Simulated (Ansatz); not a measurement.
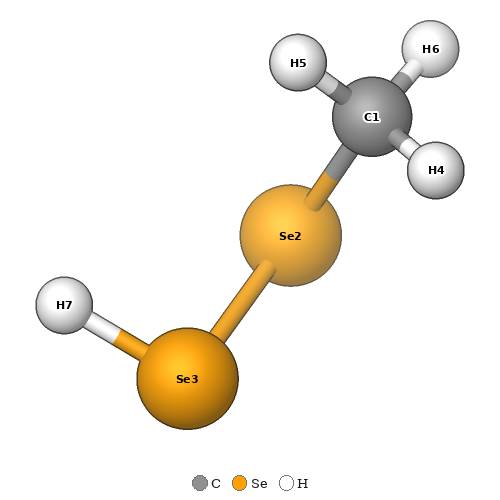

The system is CH₄Se₂ (SMILES C[Se][SeH]) with the probe K+; the picture shows it without the atoms that are moved over the map. The probe is moved over a plane parallel to the molecule's main plane, 3.78 Å above it. The first coordinate is: x of the probe's K atom; the second: y of the probe's K atom. Nothing is relaxed (molecule and probe rigid). The scan uses a 13 × 9 grid. Energies are in kJ/mol, from molecule and probe far apart, each relaxed in its own basis (no counterpoise correction). Energies and slopes of some neighbouring points disagree (a jump in structure or state, or too coarse a mesh). Level of theory: RKS PBE-D4/def2-SVP in Ansatz.

Range: x of the probe's K atom from −3.90 to 3.90 Å; y of the probe's K atom from −2.60 to 2.60 Å.

Question: What landscape does the calculation give?

Answer: The lowest grid point is at x of the probe's K atom = 0.00 Å, y of the probe's K atom = 1.95 Å [nearest 1 Se at 3.93 Å and 1 H at 3.87 Å], −51.5 kJ/mol from molecule and probe far apart, each relaxed in its own basis (no counterpoise correction). The highest grid point, x of the probe's K atom = 3.90 Å, y of the probe's K atom = −2.60 Å [nearest 1 H at 4.00 Å], lies 49.6 kJ/mol above the lowest.

| y of the probe's K atom ↓, x of the probe's K atom → | −3.90 | −3.25 | −2.60 | −1.95 | −1.30 | −0.65 | 0.00 | 0.65 | 1.30 | 1.95 | 2.60 | 3.25 | 3.90 |
| --- | --- | --- | --- | --- | --- | --- | --- | --- | --- | --- | --- | --- | --- |
| 2.60 | −20.1 | −25.3 | −31.0 | −36.7 | −41.9 | −45.6 | −46.7 | −44.7 | −39.6 | −32.0 | −23.4 | −15.2 | −8.6 |
| 1.95 | −23.6 | −29.6 | −35.8 | −42.0 | −47.5 | −51.0 | −51.5 | −49.6 | −44.6 | −36.3 | −26.6 | −17.4 | −9.8 |
| 1.30 | −25.7 | −31.7 | −36.5 | −38.6 | −42.4 | −47.7 | −49.9 | −49.2 | −45.8 | −38.1 | −28.1 | −18.4 | −10.4 |
| 0.65 | −25.6 | −28.1 | −24.3 | −27.0 | −32.1 | −37.6 | −43.8 | −45.9 | −43.5 | −36.9 | −27.5 | −18.1 | −10.2 |
| 0.00 | −23.4 | −18.7 | −17.4 | −17.8 | −23.4 | −30.3 | −36.0 | −40.5 | −36.6 | −32.2 | −24.6 | −16.5 | −9.4 |
| −0.65 | −20.3 | −14.7 | −12.4 | −11.4 | −16.5 | −23.4 | −31.5 | −34.2 | −27.3 | −24.3 | −20.1 | −13.9 | −7.9 |
| −1.30 | −17.2 | −14.3 | −11.6 | −11.6 | −14.8 | −19.8 | −32.0 | −29.4 | −22.2 | −18.5 | −15.4 | −10.7 | −6.0 |
| −1.95 | −13.9 | −17.1 | −14.6 | −13.6 | −16.7 | −25.7 | −26.5 | −23.5 | −18.9 | −14.8 | −11.3 | −7.6 | −3.9 |
| −2.60 | −10.4 | −14.0 | −17.0 | −19.3 | −20.9 | −21.3 | −20.0 | −17.2 | −13.8 | −10.5 | −7.5 | −4.7 | −1.9 |

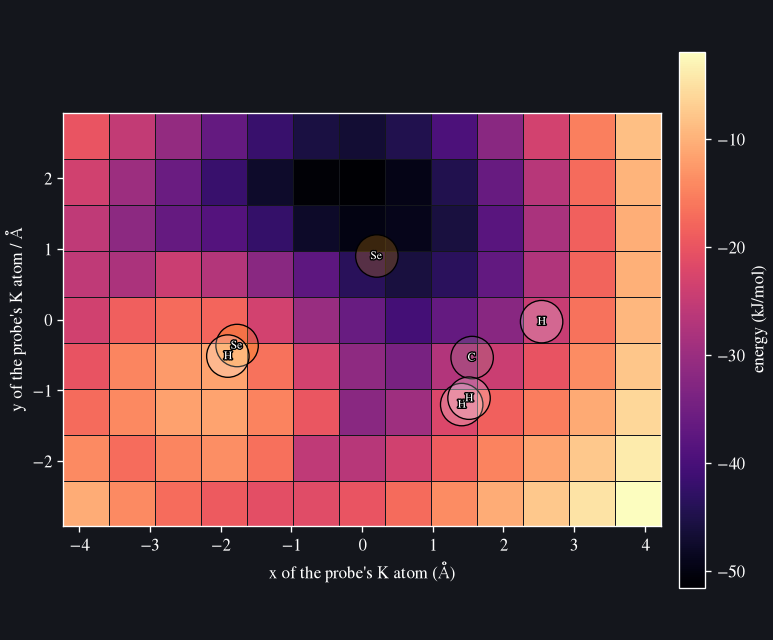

Drawn: one coloured cell a grid point, labelled circles for the molecule's atoms, projected on the plane.

Each point was launched as `ansatz run input.yaml --threads 1 --pin off --max-ram 2560MiB --backend cpu --events-out ev --progress --plain --runs-dir out`. Time for the 117 points that were run: 13 min on 1 thread of Arm Neoverse V1 (shared host).
